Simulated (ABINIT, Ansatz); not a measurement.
# SnF4 (I4/mmm): G0W0 with ABINIT, start to end, part 3 of 3

How does a plane-wave GW calculation on SnF4 (I4/mmm) run from the first input to the gap?

ABINIT 10.8.3; PBEsol and many-body steps on it, plane waves. Known limits of the many-body steps: not at the basis limit; no spin-orbit coupling.

So far. Step 4 (Empty states on the mesh, 4×4×4 mesh, 227 bands): On this mesh the gap is 3.412 eV. Step 5 (Screening, 4×4×4 mesh, 104 bands, screening to 141.5 eV): Local fields lower ε∞ by 4 %.

### Step 6. Self-energy, 4×4×4 mesh, 104 bands, screening to 141.5 eV

The self-energy is evaluated for the states that the input lists, and the levels follow from it, in one-shot runs by the linearised quasiparticle equation.

This step: G0W0 on PBEsol, plane waves, norm-conserving pseudopotentials.

run.abi reads:

```
acell 3*1.0 Angstrom
rprim 
  -2.025000000000 2.025000000000 3.965000000000
  2.025000000000 -2.025000000000 3.965000000000
  2.025000000000 2.025000000000 -3.965000000000
ntypat 2
znucl 50 9
natom 5
typat 1 2 2 2 2
xred 
  0.000000000000 0.000000000000 0.000000000000
  0.237000000000 0.237000000000 0.000000000000
  0.763000000000 0.763000000000 0.000000000000
  0.500000000000 0.000000000000 0.500000000000
  0.000000000000 0.500000000000 0.500000000000
pp_dirpath "pseudos"
pseudos "Sn.upf, F.upf"
ecut 38
ngkpt 4 4 4
nshiftk 1
shiftk 0 0 0
kptopt 1
chksymbreak 0
istwfk *1
occopt 1
irdwfk 1
optdriver 4
nband 104
gwcalctyp 0
ecutsigx 38
symsigma 1
nkptgw 2
kptgw 
  0.5000000000 0.5000000000 0.0000000000
  0.0000000000 0.0000000000 0.0000000000
bdgw 
  24 27
  24 27
ecuteps 5.2
irdscr 1
ppmodel 1
indata_prefix "in"
outdata_prefix "out"
tmpdata_prefix "tmp"
```

Started as:

```bash
$ OMP_NUM_THREADS=1 mpirun -n 4 abinit run.abi > log
```

Numbers of over 12 decimals in the logs are rounded to 6 here.

What it wrote:

```text
.Version 10.8.3 of ABINIT. v10.8.2 released Aug 2026.

 Symmetries : space group I4/m m m (#139); Bravais tI (body-center tetrag.)
[... echo of the input left out ...]
== DATASET  1 ==================================================================
-   mpi_nproc: 4, omp_nthreads: 1 (-1 if OMP is not activated)

--- !DatasetInfo
iteration_state: {dtset: 1, }
dimensions: {natom: 5, nkpt: 13, mband: 104, nsppol: 1, nspinor: 1, nspden: 1, mpw: 4928, }
cutoff_energies: {ecut:  38.0, pawecutdg:  -1.0, }
electrons: {nelect:   5.00000000E+01, charge:   0.00000000E+00, occopt:   1.00000000E+00, tsmear:   1.00000000E-02, }

 SIGMA: Calculation of the GW corrections

 Based on a program developped by R.W. Godby, V. Olevano, G. Onida, and L. Reining.
 Incorporated in ABINIT by V. Olevano, G.-M. Rignanese, and M. Torrent.
.Using double precision arithmetic ; gwpc =  8

[... cell and pseudopotentials left out ...]
--------------------------------------------------------------------------------

 ==== K-mesh for the wavefunctions ====
 Number of points in the irreducible wedge :    13
[... list of points left out ...]
 Together with 16 symmetry operations and time-reversal symmetry
 yields    64 points in the full Brillouin Zone.

 ==== Q-mesh for screening function ====
 Number of points in the irreducible wedge :    13
[... list of points left out ...]
 Together with 16 symmetry operations and time-reversal symmetry
 yields    64 points in the full Brillouin Zone.

 vcoul_init : cutoff-mode = AUXILIARY_FUNCTION
 q-points for optical limit:   1
     1)      0.000010    0.000020    0.000030
 setmesh: FFT mesh size selected  =    72x   72x   72
          total number of points  =       373248

 Number of electrons calculated from density =   50.0000; Expected =   50.0000
 average of density, n =  0.113925
 r_s =    1.2797
 omega_plasma =   32.5586 [eV]

 === KS Band Gaps ===
  >>>> For spin  1
   Minimum direct gap =   3.6497 [eV], located at k-point      :   0.0000  0.0000  0.0000
   Fundamental gap    =   3.4121 [eV], Top of valence bands at :   0.5000  0.5000  0.0000
                                       Bottom of conduction at :   0.0000  0.0000  0.0000
 SIGMA fundamental parameters:
 PLASMON POLE MODEL  1
 number of plane-waves for SigmaX                 4917
 number of plane-waves for SigmaC and W            251
 number of plane-waves for wavefunctions          4917
 number of bands                                   104
 number of independent spin polarizations            1
 number of spinorial components                      1
 number of k-points in IBZ                          13
 number of q-points in IBZ                          13
 number of symmetry operations                      16
 number of k-points in BZ                           64
 number of q-points in BZ                           64
 number of frequencies for dSigma/dE                 9
 frequency step for dSigma/dE [eV]                0.25
 number of omega for Sigma on real axis              0
 max omega for Sigma on real axis  [eV]           0.00
 zcut for avoiding poles [eV]                     0.10

 EPSILON^-1 parameters (SCR file):
 dimension of the eps^-1 matrix on file            251
 dimension of the eps^-1 matrix used               251
 number of plane-waves for wavefunctions          4917
 number of bands                                   104
 number of q-points in IBZ                          13
 number of frequencies                               2
 number of real frequencies                          1
 number of imag frequencies                          1

 matrix elements of self-energy operator (all in [eV])

 Perturbative Calculation

--- !SelfEnergy_ee
iteration_state: {dtset: 1, }
kpoint     : [   0.500,    0.500,    0.000, ]
spin       : 1
KS_gap     :    7.825
QP_gap     :   12.590
Delta_QP_KS:    4.765
data: !SigmaeeData |
     Band     E0 <VxcDFT>   SigX SigC(E0)      Z dSigC/dE  Sig(E)    E-E0       E
       24   0.387 -22.378 -30.431   5.712   0.806  -0.240 -24.266  -1.887  -1.500
       25   0.673 -22.903 -31.001   5.797   0.807  -0.240 -24.758  -1.855  -1.182
       26   8.498 -20.574 -14.213  -2.913   0.844  -0.185 -17.664   2.909  11.407
       27   9.422 -13.406  -7.759  -3.384   0.878  -0.139 -11.421   1.986  11.408

--- !SelfEnergy_ee
iteration_state: {dtset: 1, }
kpoint     : [   0.000,    0.000,    0.000, ]
spin       : 1
KS_gap     :    3.650
QP_gap     :    7.379
Delta_QP_KS:    3.729
data: !SigmaeeData |
     Band     E0 <VxcDFT>   SigX SigC(E0)      Z dSigC/dE  Sig(E)    E-E0       E
       24   0.435 -22.583 -30.616   5.727   0.806  -0.240 -24.442  -1.859  -1.424
       25   0.435 -22.583 -30.616   5.727   0.806  -0.240 -24.442  -1.859  -1.424
       26   4.085 -17.488 -13.247  -2.074   0.863  -0.159 -15.618   1.870   5.955
       27  12.318 -10.593  -5.530  -3.215   0.883  -0.133  -8.962   1.631  13.949

== END DATASET(S) ==============================================================
================================================================================

 -outvars: echo values of variables after computation  --------
           etotal      0.0000000000E+00
            nband         104
             nkpt          13
          spgroup         139
 [... the other variables as echoed above ...]

 Calculation completed.
```

Wall time 21 s (4 MPI ranks of Intel Xeon Platinum 8488C (Sapphire Rapids), shared host); peak memory 3.2 GiB.

This step gave:

```
G0W0 gap on the points computed              : 7.137 eV
starting gap on the mesh                     : 3.412 eV
k of the valence top                         : 0.5, 0.5, 0
k of the conduction bottom                   : 0, 0, 0
Z at the valence top                         : 0.807
Z at the conduction bottom                   : 0.863
least direct G0W0 gap on the computed points : 7.379 eV
```

The gap on the mesh goes from 3.41 eV to 7.14 eV, a correction of +3.72 eV.

Limits: finite bands, cutoff and mesh; no spin-orbit coupling. v1 is the top filled band, c1 the lowest empty one. Levels before and after the correction, in eV, zero at the valence-band top of each column:

|  | conduction bottom | valence top |
| --- | --- | --- |
| Kohn-Sham | 3.41 | 0.00 |
| G0W0 | 7.14 | 0.00 |

|  | level | energy (eV) |
| --- | --- | --- |
| Kohn-Sham | (0.5 0.5 0) v2 | -0.286 |
| Kohn-Sham | (0.5 0.5 0) v1 | 0.000 |
| Kohn-Sham | (0.5 0.5 0) c1 | 7.825 |
| Kohn-Sham | (0.5 0.5 0) c2 | 8.749 |
| Kohn-Sham | Γ v2-v1 | -0.238 |
| Kohn-Sham | Γ c1 | 3.412 |
| Kohn-Sham | Γ c2 | 11.645 |
| G0W0 | (0.5 0.5 0) v2 | -0.318 |
| G0W0 | (0.5 0.5 0) v1 | 0.000 |
| G0W0 | (0.5 0.5 0) c1 | 12.589 |
| G0W0 | (0.5 0.5 0) c2 | 12.590 |
| G0W0 | Γ v2-v1 | -0.242 |
| G0W0 | Γ c1 | 7.137 |
| G0W0 | Γ c2 | 15.131 |

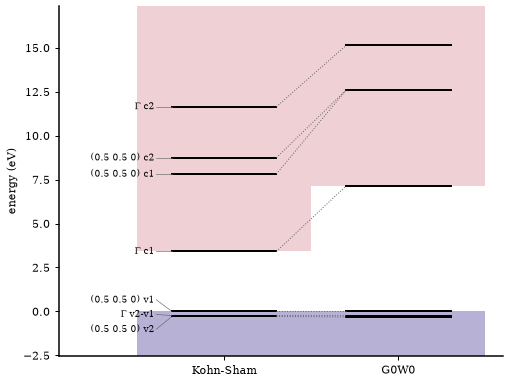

Levels before and after the correction. Shaded: valence and conduction bands.

### Step 7. Where the time went

Times are wall times on 4 MPI ranks of Intel Xeon Platinum 8488C (Sapphire Rapids), shared host, good to a factor of about two.

| step | time | share | memory (GiB) |
| --- | --- | --- | --- |
| ground state | 2.2 min | 17 % | 0.55 |
| bands along the symmetry lines | 64 s | 8 % | 0.51 |
| empty states on the mesh | 4.3 min | 33 % | 5.5 |
| screening | 5 min | 39 % | 3.9 |
| self-energy | 21 s | 3 % | 3.2 |

### Step 8. What came out

```yaml
pbesol_gap: 3.41 eV, indirect
g0w0_gap_on_the_mesh: 7.14 eV
gw_settings: 4×4×4 mesh, 104 bands, screening to 141.5 eV, Godby-Needs plasmon pole
known_limits: not at the basis limit; no spin-orbit coupling
```

What this shows: G0W0 moves the gap on the mesh from 3.41 eV to 7.14 eV (+3.72 eV), with Z of 0.81 and 0.86 at the edges. Local fields lower the RPA ε∞ on this mesh from 2.50 to 2.39. Only 2 of the mesh's irreducible points were corrected, so a valley elsewhere could overtake. Bands and cutoff are finite, so the gap is not at the basis limit. The miss can reach some tenths of an eV and take either sign; the mesh is an error of its own. In the G0W0 run levels were corrected at 2 k points alone, so a gap called «on the mesh» is the least over those, and an edge elsewhere would be missed. The many-body steps are scalar-relativistic: spin-orbit coupling is not in them.

[Paths, hosts, dates, memory and timing lines, banners, echoed tables and standing remarks are left out of the program output.]

[Logs are printed without paths, hosts, clocks, repeated set-up lines and the standing remarks that a program may print on its own settings, such as how far it seeks lower states.]

[Runs of the session that timed out or met a known fault of the program may be left out.]

[Hosts, paths, dates, database ids (printed as entryN), source tags and the programs' standing remarks are cut or masked in the printed files.]

[G0W0 gaps are taken among the corrected bands and points alone; a level outside them can change the order at an edge.]

[Where Ansatz stands beside ABINIT at settings called matched, ABINIT's density can come from a denser mesh and the files from another edition; pairs whose starting gaps differed by over 0.03 eV were left out, so agreement reads better than it is.]
